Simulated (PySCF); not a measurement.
LaP5 (charge +2)

Input

```
mol = gto.M(atom='''
La    -0.00000     0.00000    -1.33308
P      1.82274     0.00002     1.14837
P      0.56324     1.73354     1.14837
P     -1.47464     1.07136     1.14837
P     -1.47462    -1.07140     1.14837
P      0.56328    -1.73352     1.14837''',
    basis={'La': 'lcecp-1-SVP', 'P': 'def2-SVP'},
    ecp={'La': 'lcecp-1-SVP'},
    charge=2, spin=0)
mf = dft.RKS(mol, xc='PBE0')
mf.grids.atom_grid = (75, 302)  # f atoms: at least (60, 302), unpruned
mf = mf.density_fit()  # La AutoAux, P def2-universal-JKFIT
mf.conv_tol = 1e-09; mf.max_cycle = 55
mf.kernel(dm0)
```

Launched as:

```sh
OMP_NUM_THREADS=2 python run.py
```

Core potentials replace the inner electrons of La.

Theory: RKS PBE0, La lcecp-1-SVP with ECP46, P def2-SVP; non-relativistic Hamiltonian with scalar-relativistic core potentials where named; density fitting (PySCF 2.14.0).

What will maps of the electron density and electron localisation function show?

Answer. P–P (2.14 Å): ρ is about 0.84 e/Å³ halfway; the ELF peaks at about 0.90 between the atoms (a covalent bond).

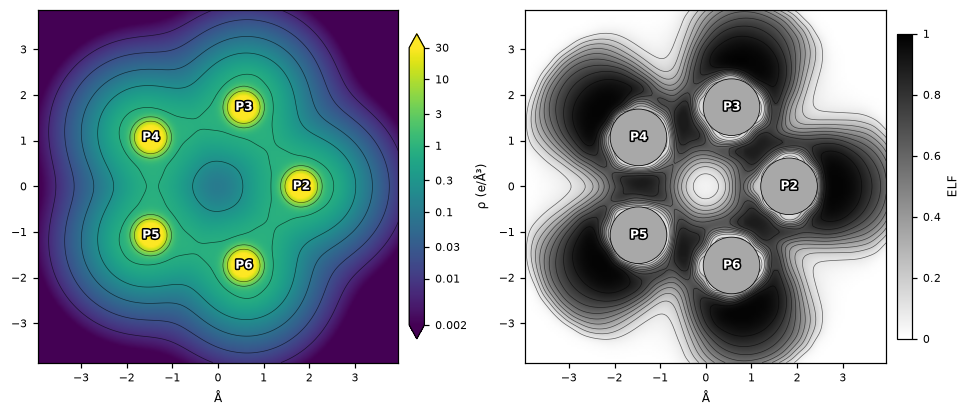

Computed electron density and electron localisation function on the plane of atoms P3, P2 and P6, in this order. Grey discs cover the atomic cores in the ELF map. 
